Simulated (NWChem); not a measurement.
# the pair CH2BN···BH2Br: a chain of runs

Aim: a single-point energy (singlet CH4B2BrN, r2SCAN-D3(BJ)/def2-SVP), then a single-point energy (singlet CH2BN, r2SCAN-D3(BJ)/def2-SVP), then the energy (singlet BH2Br, r2SCAN-D3(BJ)/def2-SVP), then the energy (singlet CH2BN, r2SCAN-D3(BJ)/def2-SVP), then a single-point energy (singlet BH2Br, r2SCAN-D3(BJ)/def2-SVP) of CH4B2BrN and its partners. 

The results are computed with NWChem 7.3.0.

**1. The system as given**

CH4B2BrN has 9 atoms, charge 0, and is taken as a singlet. The two molecules were placed rigidly side by side, at 0.9 times their contact distance; the pair isn't optimised.

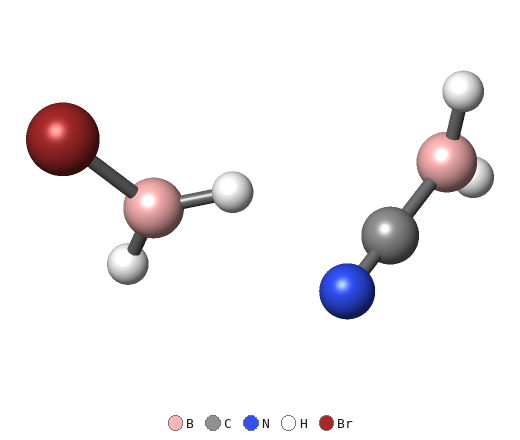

Viewed from a chosen angle; boron pink, carbon grey, nitrogen blue, hydrogen white, bromine red.

**2. A single-point energy at r2SCAN-D3(BJ)/def2-SVP (run 1)**

Input file geom.nw:

```
start geom
title "CH4B2BrN energy"
memory stack 880 mb heap 220 mb global 1100 mb
charge 0

geometry units bohr noautosym nocenter noautoz
  B     -0.43304964     0.86175291    -0.63048822
  C      0.64768473    -1.28875542     0.94289775
  N      1.46744792    -2.91940010     2.13625979
  H     -1.42534483     0.38195144    -2.58767757
  H     -0.25673819     2.96445117     0.13900825
  B     -5.02663370    -4.03496212     4.11211964
  Br    -5.81173931    -3.11819928     7.47577545
  H     -3.77089179    -2.61734627     2.90517046
  H     -5.82098007    -5.99067748     3.34598687
end

basis spherical bse
  * library def2-SVP
end

dft
  xc r2scan
  disp vdw 4
  grid fine
  convergence energy 1e-08
  iterations 100
  mulliken
  noprint "final vectors analysis"
end

task dft
```

The run is started by

```bash
nwchem geom.nw > geom.out
```

Log:

```text
[...]
          Wavefunction type:  closed shell.
          No. of atoms     :     9
          No. of electrons :    62
[...]
          Charge           :     0
          Spin multiplicity:     1
[...]
          AO basis - number of functions:   108
[...]
              XC Information
              --------------
                      r^2SCAN Method XC Functional
               r^2SCAN metaGGA Exchange Functional  1.000
                     r^2SCAN Correlation Potential  1.000
[...]
 d= 0,ls=0.0,diis     1  -2718.4599072622 -2.92D+03  1.29D-02  6.28D-01     4.0
[...]
 d= 0,ls=0.0,diis    11  -2718.5509950123 -9.40D-09  2.60D-07  6.68D-10    35.3
         Total DFT energy =    -2718.550995012261
      One electron energy =    -4184.248233681459
           Coulomb energy =     1373.095554866111
    Exchange-Corr. energy =     -113.038020020558
 Nuclear repulsion energy =      205.641444725118
    Dispersion correction =       -0.001740901473
[...]
      Total Density - Mulliken Population Analysis
     ---------------------------------------------
    Atom       Charge   Shell Charges
 -----------   ------   -------------------------------------------------------
    1 B    5     4.88   1.99  0.86  0.17  1.49  0.33  0.04
    2 C    6     6.10   1.99  0.97  0.31  2.01  0.79  0.04
    3 N    7     7.02   1.99  1.10  0.59  2.20  1.12  0.03
    4 H    1     1.00   0.74  0.24  0.01
    5 H    1     1.00   0.74  0.24  0.01
    6 B    5     4.90   1.99  0.87  0.17  1.44  0.38  0.05
    7 Br  35    35.08   2.00  2.00  1.99  1.43  0.52  6.00  5.98  2.40  2.73  8.19  1.74  0.10
    8 H    1     1.02   0.75  0.25  0.02
    9 H    1     1.01   0.75  0.24  0.02
[...]
```

It took 36 s on 1 thread of Intel Xeon Platinum 8259CL at 2.50GHz (Skylake/Cascade Lake), shared host; peak memory 0.13 GiB.

**3. CH2BN: the energy at r2SCAN-D3(BJ)/def2-SVP (run 2)**

Input file nw.nw:

```
start nw
memory total 2200 mb

geometry noautosym nocenter noautoz
B       -0.229160       0.456020      -0.333640
C        0.342740      -0.681980       0.498960
N        0.776540      -1.544880       1.130460
H       -0.754260       0.202120      -1.369340
H       -0.135860       1.568720       0.073560
end

basis spherical bse
B library def2-SVP
C library def2-SVP
N library def2-SVP
H library def2-SVP
end

dft
xc r2scan
disp vdw 4
grid fine
convergence energy 1e-08
iterations 100
mulliken
print low
end

task dft
```

The run is started by

```bash
nwchem nw.nw > nw.out
```

Log:

```text
[...]
 d= 0,ls=0.0,diis     1   -118.6363820487 -1.65D+02  2.18D-02  3.88D-01     0.7
[...]
 d= 0,ls=0.0,diis     8   -118.6974269447  9.75D-09  5.23D-06  1.31D-07     4.3
         Total DFT energy =     -118.697426944652
      One electron energy =     -250.196448927710
           Coulomb energy =      102.232162540191
    Exchange-Corr. energy =      -16.939792029300
 Nuclear repulsion energy =       46.207235696287
    Dispersion correction =       -0.000584224121
[...]
      Total Density - Mulliken Population Analysis
     ---------------------------------------------
    Atom       Charge   Shell Charges
 -----------   ------   -------------------------------------------------------
    1 B    5     4.87   1.99  0.86  0.16  1.49  0.33  0.04
    2 C    6     6.11   1.99  0.97  0.31  2.01  0.80  0.04
    3 N    7     7.02   1.99  1.10  0.58  2.20  1.12  0.03
    4 H    1     1.00   0.74  0.24  0.01
    5 H    1     1.00   0.74  0.24  0.01
[...]
```

Run time: 5.1 s. Hardware: 1 thread of Intel Xeon Platinum 8259CL at 2.50GHz (Skylake/Cascade Lake), shared host; peak memory 0.12 GiB.

**4. BH2Br: a single-point energy at r2SCAN-D3(BJ)/def2-SVP (run 3)**

Input file a.nw:

```
start a
memory 2200 mb
charge 0

geometry units atomic noautosym nocenter noautoz
   B     -5.02663370    -4.03496212     4.11211964
   Br    -5.81173931    -3.11819928     7.47577545
   H     -3.77089179    -2.61734627     2.90517046
   H     -5.82098007    -5.99067748     3.34598687
end

basis spherical bse
   * library def2-SVP
end

dft
   xc r2scan
   disp vdw 4
   grid fine
   convergence energy 1e-08
   maxiter 100
   mulliken
   print low
end

task dft energy
```

The run is started by

```bash
nwchem a.nw > a.out
```

Log:

```text
[...]
 d= 0,ls=0.0,diis     1  -2599.8226462052 -2.67D+03  1.36D-02  2.41D-01     1.4
[...]
 d= 0,ls=0.0,diis     8  -2599.8533531718 -1.34D-09  1.59D-06  1.14D-08     8.1
         Total DFT energy =    -2599.853353171753
      One electron energy =    -3750.334565222763
           Coulomb energy =     1178.987282058471
    Exchange-Corr. energy =      -96.094844973165
 Nuclear repulsion energy =       67.589233259459
    Dispersion correction =       -0.000458293755
[...]
      Total Density - Mulliken Population Analysis
     ---------------------------------------------
    Atom       Charge   Shell Charges
 -----------   ------   -------------------------------------------------------
    1 B    5     4.90   1.99  0.87  0.17  1.44  0.38  0.05
    2 Br  35    35.08   2.00  2.00  1.99  1.43  0.52  6.00  5.98  2.40  2.73  8.19  1.74  0.10
    3 H    1     1.01   0.75  0.25  0.02
    4 H    1     1.01   0.75  0.25  0.02
[...]
```

It took 8.7 s on 1 thread of Intel Xeon Platinum 8259CL at 2.50GHz (Skylake/Cascade Lake), shared host; peak memory 0.12 GiB.

**5. CH2BN among ghost functions: a single-point energy at r2SCAN-D3(BJ)/def2-SVP (with ghost functions) (run 4)**

Input file input.nw:

```
echo
start input
title "CH2BN energy"
memory total 2200 mb

geometry noautosym nocenter noautoz
B       -0.229160       0.456020      -0.333640
C        0.342740      -0.681980       0.498960
N        0.776540      -1.544880       1.130460
H       -0.754260       0.202120      -1.369340
H       -0.135860       1.568720       0.073560
bqB     -2.659980    -2.135210     2.176040
bqBr    -3.075440    -1.650080     3.956010
bqH     -1.995470    -1.385040     1.537350
bqH     -3.080330    -3.170130     1.770620
end

basis spherical bse
B library def2-SVP
C library def2-SVP
N library def2-SVP
H library def2-SVP
bqB library B def2-SVP
bqBr library Br def2-SVP
bqH library H def2-SVP
end

dft
xc r2scan
disp vdw 4
grid fine
convergence energy 1e-08
iterations 100
mulliken
noprint "final vectors analysis"
end

task dft
```

The run is started by

```bash
nwchem input.nw > input.out
```

Log:

```text
[...]
          Wavefunction type:  closed shell.
          No. of atoms     :     9
          No. of electrons :    20
[...]
          Charge           :     0
          Spin multiplicity:     1
[...]
          AO basis - number of functions:   108
[...]
              XC Information
              --------------
                      r^2SCAN Method XC Functional
               r^2SCAN metaGGA Exchange Functional  1.000
                     r^2SCAN Correlation Potential  1.000
[...]
 d= 0,ls=0.0,diis     1   -118.6368837888 -1.65D+02  1.06D-02  3.88D-01     3.1
[...]
 d= 0,ls=0.0,diis     8   -118.6978840991  3.05D-09  1.49D-06  4.43D-08    21.9
         Total DFT energy =     -118.697884099131
      One electron energy =     -250.183633924711
           Coulomb energy =      102.217052584210
    Exchange-Corr. energy =      -16.937954230797
 Nuclear repulsion energy =       46.207235696287
    Dispersion correction =       -0.000584224121
[...]
      Total Density - Mulliken Population Analysis
     ---------------------------------------------
    Atom       Charge   Shell Charges
 -----------   ------   -------------------------------------------------------
    1 B    5     4.87   1.99  0.86  0.16  1.49  0.33  0.04
    2 C    6     6.10   1.99  0.97  0.31  2.01  0.79  0.04
    3 N    7     7.01   1.99  1.10  0.58  2.20  1.12  0.03
    4 H    1     1.00   0.74  0.24  0.01
    5 H    1     1.00   0.74  0.24  0.01
    6 X    0     0.01   0.00 -0.00  0.01 -0.00  0.01  0.00
    7 X    0    -0.00  -0.00 -0.00 -0.00  0.00 -0.00 -0.00 -0.00  0.00 -0.00 -0.00  0.00 -0.00
    8 X    0    -0.01  -0.00 -0.01 -0.00
    9 X    0    -0.00  -0.00 -0.00 -0.00
[...]
```

It took 23 s on 1 thread of Intel Xeon Platinum 8259CL at 2.50GHz (Skylake/Cascade Lake), shared host; peak memory 0.13 GiB.

**6. BH2Br among ghost functions: the energy at r2SCAN-D3(BJ)/def2-SVP (with ghost functions) (run 5)**

Input file bbrh2.nw:

```
start bbrh2
title "BBrH2"
memory 2200 mb
charge 0

geometry units angstrom noautosym nocenter noautoz
   B     -2.659980    -2.135210     2.176040
   Br    -3.075440    -1.650080     3.956010
   H     -1.995470    -1.385040     1.537350
   H     -3.080330    -3.170130     1.770620
   bqB     -0.229160     0.456020    -0.333640
   bqC      0.342740    -0.681980     0.498960
   bqN      0.776540    -1.544880     1.130460
   bqH     -0.754260     0.202120    -1.369340
   bqH     -0.135860     1.568720     0.073560
end

basis spherical bse
   B library def2-SVP
   Br library def2-SVP
   H library def2-SVP
   bqB library B def2-SVP
   bqC library C def2-SVP
   bqN library N def2-SVP
   bqH library H def2-SVP
end

dft
   xc r2scan
   disp vdw 4
   grid fine
   convergence energy 1e-08
   iterations 100
   mulliken
   noprint "final vectors analysis"
end

task dft
```

The run is started by

```bash
nwchem bbrh2.nw > bbrh2.out
```

Log:

```text
[...]
          Wavefunction type:  closed shell.
          No. of atoms     :     9
          No. of electrons :    42
[...]
          Charge           :     0
          Spin multiplicity:     1
[...]
          AO basis - number of functions:   108
[...]
              XC Information
              --------------
                      r^2SCAN Method XC Functional
               r^2SCAN metaGGA Exchange Functional  1.000
                     r^2SCAN Correlation Potential  1.000
[...]
 d= 0,ls=0.0,diis     1  -2599.8227332940 -2.67D+03  7.07D-03  2.41D-01     3.6
[...]
 d= 0,ls=0.0,diis     8  -2599.8534574315 -1.33D-09  8.62D-07  1.18D-08    24.5
         Total DFT energy =    -2599.853457431534
      One electron energy =    -3750.329546706711
           Coulomb energy =     1178.981751846651
    Exchange-Corr. energy =      -96.094442414499
 Nuclear repulsion energy =       67.589238136782
    Dispersion correction =       -0.000458293757
[...]
      Total Density - Mulliken Population Analysis
     ---------------------------------------------
    Atom       Charge   Shell Charges
 -----------   ------   -------------------------------------------------------
    1 B    5     4.92   1.99  0.87  0.18  1.44  0.39  0.05
    2 Br  35    35.08   2.00  2.00  1.99  1.43  0.51  6.00  5.98  2.40  2.73  8.19  1.74  0.10
    3 H    1     0.99   0.75  0.23  0.02
    4 H    1     1.01   0.75  0.25  0.02
    5 X    0     0.00  -0.00  0.00  0.00 -0.00  0.00 -0.00
    6 X    0     0.00   0.00  0.00  0.00 -0.00  0.00 -0.00
    7 X    0    -0.00   0.00  0.00 -0.00 -0.00 -0.00 -0.00
    8 X    0    -0.00  -0.00 -0.00 -0.00
    9 X    0     0.00  -0.00  0.00 -0.00
[...]
```

Run time: 25 s. Hardware: 1 thread of Intel Xeon Platinum 8259CL at 2.50GHz (Skylake/Cascade Lake), shared host; peak memory 0.12 GiB.

**7. Results**

```
                                                                                                                  quantity           value
                                                                               run 1, r2SCAN-D3(BJ)/def2-SVP: total energy  -2718.55100 Eh
                                                                              run 1, r2SCAN-D3(BJ)/def2-SVP: dipole moment          2.64 D
                                                                          run 1, r2SCAN-D3(BJ)/def2-SVP: dispersion energy    -4.57 kJ/mol
                                                                                                       CH2BN: total energy   -118.69743 Eh
                                                                                                  CH2BN: dispersion energy    -1.53 kJ/mol
                                                                                                       BH2Br: total energy  -2599.85335 Eh
                                                                                                  BH2Br: dispersion energy    -1.20 kJ/mol
                                                                                 CH2BN among ghost functions: total energy   -118.69788 Eh
                                                                                CH2BN among ghost functions: dipole moment          2.57 D
                                                                            CH2BN among ghost functions: dispersion energy    -1.53 kJ/mol
                                                                                 BH2Br among ghost functions: total energy  -2599.85346 Eh
                                                                                BH2Br among ghost functions: dipole moment          0.44 D
                                                                            BH2Br among ghost functions: dispersion energy    -1.20 kJ/mol
              interaction energy of the rigid parts CH2BN and BH2Br (parts in their own basis; closest atoms 2.65 Å apart)       -0.006 eV
interaction energy of the rigid parts CH2BN and BH2Br (parts in the whole basis, counterpoise; closest atoms 2.65 Å apart)        0.009 eV
```

What this shows: The interaction energy of the rigid parts CH2BN and BH2Br (parts in their own basis; closest atoms 2.65 Å apart) is −0.01 eV (−0.6 kJ/mol). Without counterpoise this holds the superposition error of the basis. The interaction energy of the rigid parts CH2BN and BH2Br (parts in the whole basis, counterpoise; closest atoms 2.65 Å apart) is 0.01 eV (0.2 kcal/mol). The basis-set superposition error is 1.5 kJ/mol. It is larger than the uncorrected attraction, which is thus an artefact of the basis. Mulliken charges (run 1, r2SCAN-D3(BJ)/def2-SVP) run from -0.10 on C2 to +0.12 on B1; they depend strongly on the basis. Mulliken charges (CH2BN) run from -0.11 on C2 to +0.13 on B1; they depend strongly on the basis.
